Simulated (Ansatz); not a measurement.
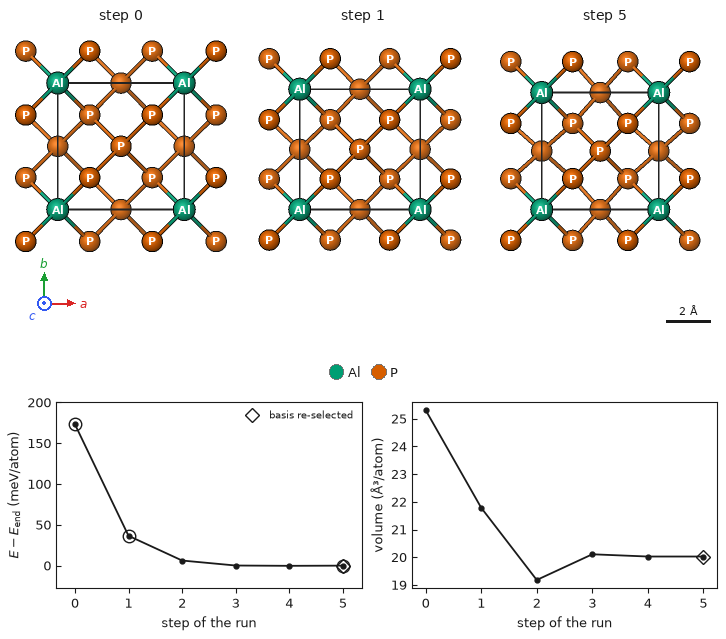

Frames of a relaxation of crystalline AlP7 (a generated structure, set up in P-43m) (coarse preliminary run), marked on the history of the run. The picture is a ball-and-stick view of the cell of the calculation, seen along the c axis.

Computed with DFT PBE, scalar-relativistic, plane waves, PAW (Ansatz). (plane-wave cutoff 420 eV; k-point mesh 4 × 4 × 4; occupations gaussian; smearing width 0.1 eV; no spin polarisation; cell and atoms relaxed; force threshold 0.04 eV/Å; at most 70 steps)

> What happens along the run?

The largest moves relative to the cell, 0.11 Å, are those of P atoms. Al stays in place. The volume changes by −20.9 %, with a = b = c 5.872 → 5.431 Å (−7.5 %). Near-neighbour distances that change, for instance: P–P 2.534 → 2.310 Å, Al–P 2.569 → 2.486 Å. Bond angles that change, for instance: P–P–P 108.3° → 103.2°, P–P–P 110.0° → 112.7°, Al–P–P 108.9° → 106.3°. The space group stays P-43m (No. 215). The energy falls by 173 meV per atom in 4 accepted moves (5 points after the start). Largest force component: 0.078 eV/Å at the start, 0.015 eV/Å at the end. Pressure: −8.22 GPa at the start and 0.00 GPa at the end. The SCF was repeated once at an unchanged geometry on a basis and grid sized afresh for the cell, which shifted the energy by 0.2 meV per atom at most. From step 0 to 1: volume −13.9 %, energy −137 meV per atom. From step 1 to 5: P atoms move most (0.10 Å), volume −8.1 %, energy −36.6 meV per atom.

```
step  E − E(0), meV/atom  largest force component, eV/Å  pressure, GPa  volume, Å³/atom                      note
   0                0.00                         0.0777          -8.22           25.310                          
   1             -136.67                         0.3073          -3.45           21.786                          
   2             -166.98                         0.0013           2.58           19.180                          
   3             -173.10                         0.0531          -0.20           20.107                          
   4             -173.47                         0.0155           0.02           20.026                          
   5             -173.24                         0.0154           0.00           20.026  same geometry, new basis
```
